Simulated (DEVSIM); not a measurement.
Structure: Pt/SiO2/p-Si capacitor, at 450 K.

```
layer (left to right)  material  thickness (nm)  Na (cm⁻³)
---------------------  --------  --------------  ---------
1                          SiO2            51.0          -
2                            Si            1300     2.1e17
```

Metal gate on the left, work function 5.6 eV. Fixed charge at the semiconductor interface 3.9e11 cm⁻² (in units of +e); no interface traps.

Constants are typed, rounded textbook-type inputs, not results; the design itself was drawn at random and stands for no fabricated device. Values at 300 K; Nc and Nv go as T^1.5, mobilities as T to minus their exponent, the gap by Varshni's rule with the affinity fixed.

```tsv
parameter	SiO2	Si
gap (eV)	9	1.124
affinity (eV)	0.9	4.05
permittivity	3.9	11.7
Nc (cm⁻³)	-	2.86e19
Nv (cm⁻³)	-	3.1e19
Varshni α (eV/K)	-	0.000473
Varshni β (K)	-	636
```

DEVSIM, 1D Poisson equation in equilibrium, Boltzmann statistics, complete ionisation; no quantum confinement or tunnelling. Metal contacts follow the ideal Schottky-Mott rule: no Fermi-level pinning, no interface dipoles.

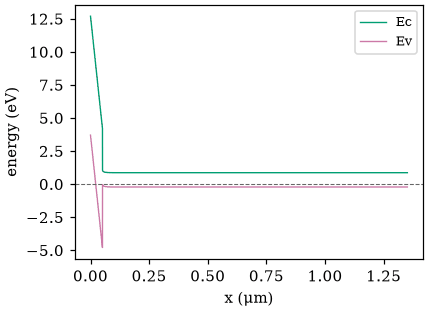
Fig. 1. Band edges at -8.0 V on the gate

Energies count from the Fermi level of the right contact; mesh points crowd at the junctions.

| x (μm) | Ec (eV) | Ev (eV) | n (cm⁻³) | p (cm⁻³) | field (V/cm) |
|---|---|---|---|---|---|
| 0.000 | 12.700 | 3.700 | < 1e2 | < 1e2 | -1700000 |
| 0.001514 | 12.447 | 3.447 | < 1e2 | < 1e2 | -1700000 |
| 0.004718 | 11.913 | 2.913 | < 1e2 | < 1e2 | -1700000 |
| 0.01210 | 10.681 | 1.681 | < 1e2 | < 1e2 | -1700000 |
| 0.03350 | 7.112 | -1.888 | < 1e2 | < 1e2 | -1700000 |
| 0.04387 | 5.381 | -3.619 | < 1e2 | < 1e2 | -1700000 |
| 0.04838 | 4.630 | -4.370 | < 1e2 | < 1e2 | -1700000 |
| 0.05090 | 4.209 | -4.791 | < 1e2 | < 1e2 | -1700000 |
| 0.05228 | 0.998 | -0.083 | 3.5e8 | 6.6e18 | -260000 |
| 0.05554 | 0.944 | -0.138 | 1.4e9 | 1.6e18 | -110000 |
| 0.06268 | 0.898 | -0.183 | 4.6e9 | 5.1e17 | -37000 |
| 0.08908 | 0.867 | -0.215 | 1.0e10 | 2.2e17 | -2500 |
| 0.1413 | 0.864 | -0.217 | 1.1e10 | 2.1e17 | -21 |
| 0.2629 | 0.864 | -0.217 | 1.1e10 | 2.1e17 | ≈ 0 |
| 0.7007 | 0.864 | -0.217 | 1.1e10 | 2.1e17 | ≈ 0 |
| 1.053 | 0.864 | -0.217 | 1.1e10 | 2.1e17 | ≈ 0 |
| 1.224 | 0.864 | -0.217 | 1.1e10 | 2.1e17 | ≈ 0 |
| 1.297 | 0.864 | -0.217 | 1.1e10 | 2.1e17 | ≈ 0 |
| 1.334 | 0.864 | -0.217 | 1.1e10 | 2.1e17 | ≈ 0 |
| 1.344 | 0.864 | -0.217 | 1.1e10 | 2.1e17 | ≈ 0 |
| 1.349 | 0.864 | -0.217 | 1.1e10 | 2.1e17 | ≈ 0 |
| 1.351 | 0.864 | -0.217 | 1.1e10 | 2.1e17 | ≈ 0 |
